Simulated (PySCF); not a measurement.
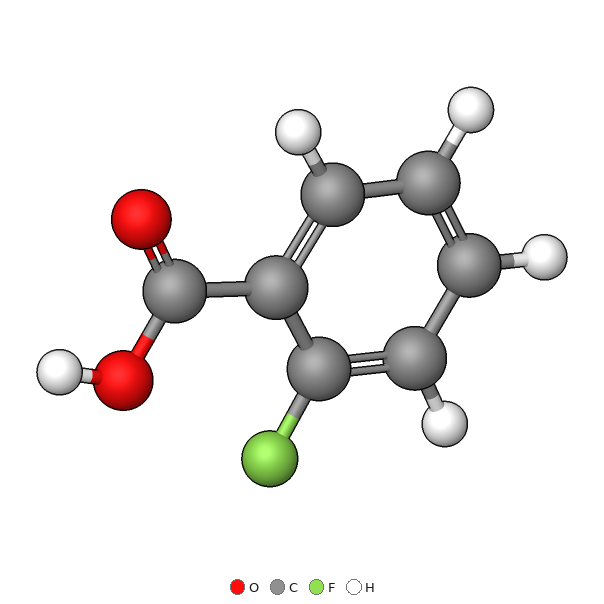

Double and triple bonds are drawn as two and three sticks.

Computed geometry: PBE0-D3(BJ)/def2-SVP optimisation. No frequency run is at hand to confirm it as a minimum.

Identify the structure.

Formula C7H5FO2. As SMILES it reads `O=C(O)c1ccccc1F`. Independent rings (smallest set): 1 of 6 members, 1 of them aromatic. Among its groups: carboxylic acid, C–F bond. This geometry has Cs symmetry. All atoms lie on one plane. Coordination: 7 C trigonal planar; 1 O bent.

The parts below concern this one geometry. Atoms keep their numbers from picture to picture.

**Shape**

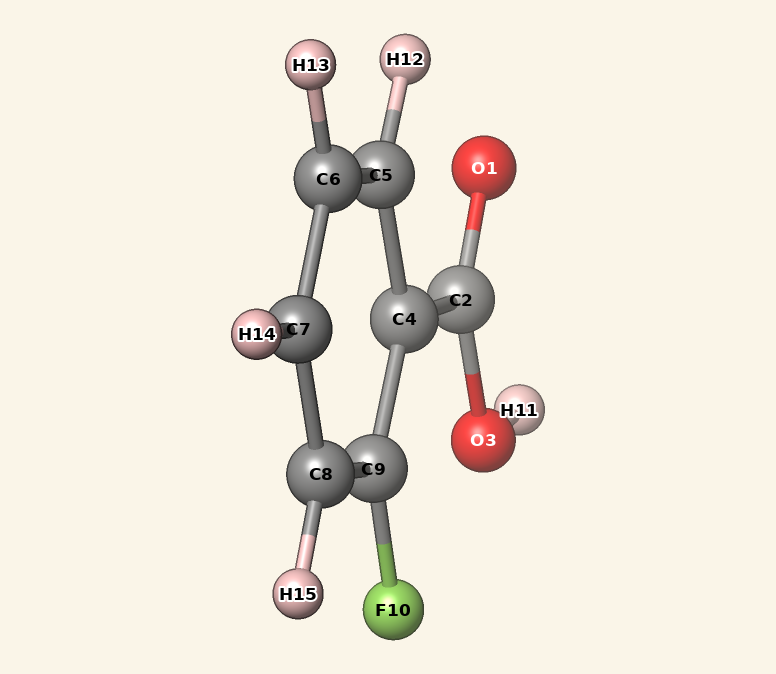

C2 lies behind C4. The molecule seen a little off the C4–C2 bond, C4 in front. Depth is shown by fading: the farther an atom, the more it takes the colour of the background. No frequency run is at hand to confirm it as a minimum.

> What is the torsion angle C5–C4–C2–O3? The sign is positive where the front bond must turn clockwise to cover the back bond.

179°, antiperiplanar (anti).

**Electronic properties**

No frequency run is at hand to confirm it as a minimum. Level of theory: PBE0/pcSseg-1 in tetrahydrofuran (IEF-PCM) (PySCF 2.14.0).

> What is the HOMO energy (Kohn–Sham orbital)?

−7.54 eV.

> Estimate the dipole moment.

2.42 D.

> Give the HOMO–LUMO gap at this level.

5.92 eV.

**Ring current**

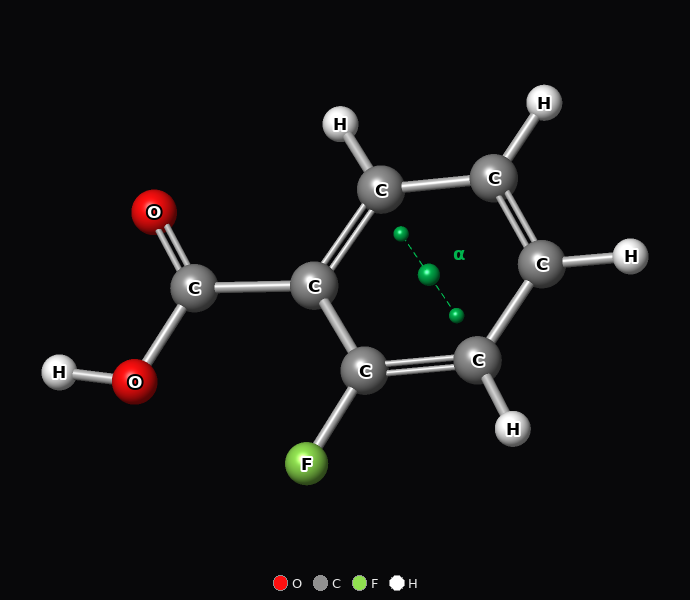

The small points mark where nucleus-independent chemical shifts (NICS) were computed: at the centre of each lettered ring and 1 Å above and below it. No frequency run is at hand to confirm it as a minimum. Level of theory: GIAO PBE0/pcSseg-1 NMR shielding, non-relativistic, IEF-PCM chloroform (PySCF 2.14.0).

Give NICS(0), NICS(1) and the out-of-plane component NICS(1)zz for each ring (means of the two sides).

```tsv
ring	members	NICS(0)	NICS(1)	NICS(1)zz
α	C6	−9.8	−11.2	−26.6
```

Values in ppm.

> What do the values say about the ring currents?

Ring α: diatropic, as in an aromatic ring. NICS is one index among several.

**Charges**

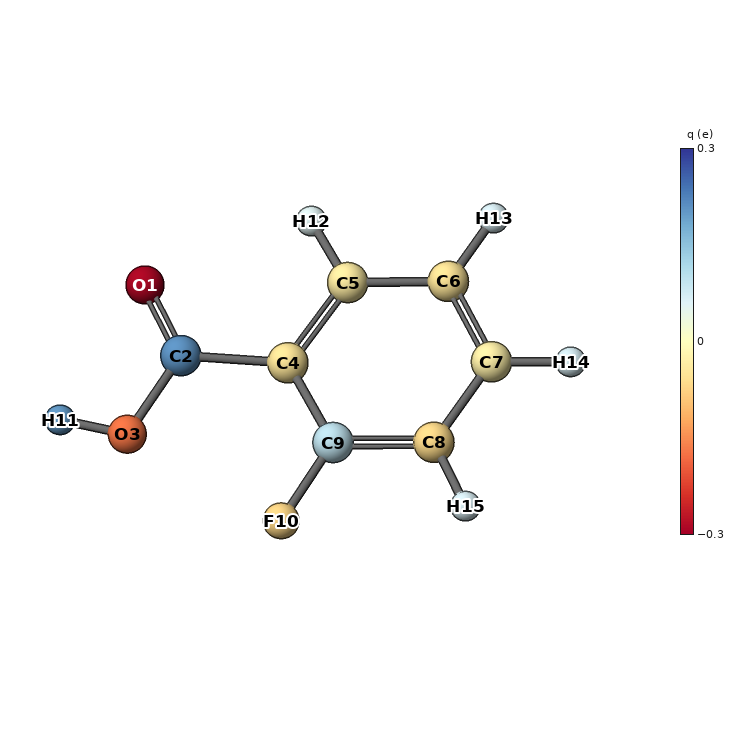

Atoms are coloured by their Hirshfeld charges. No frequency run is at hand to confirm it as a minimum. Level of theory: PBE0/pcSseg-1 in chloroform (IEF-PCM) (PySCF 2.14.0).

> Which atom carries the highest charge (most positive or least negative)?

C2, H11 (0.20 e).

> And the lowest?

O1 (−0.29 e).

List the Hirshfeld charges.

```csv
atom,value (e)
O1,−0.29
C2,0.20
O3,−0.17
C4,−0.05
C5,−0.03
C6,−0.05
C7,−0.03
C8,−0.06
C9,0.09
F10,−0.07
H11,0.20
H12,0.05
H13,0.06
H14,0.07
H15,0.07
```
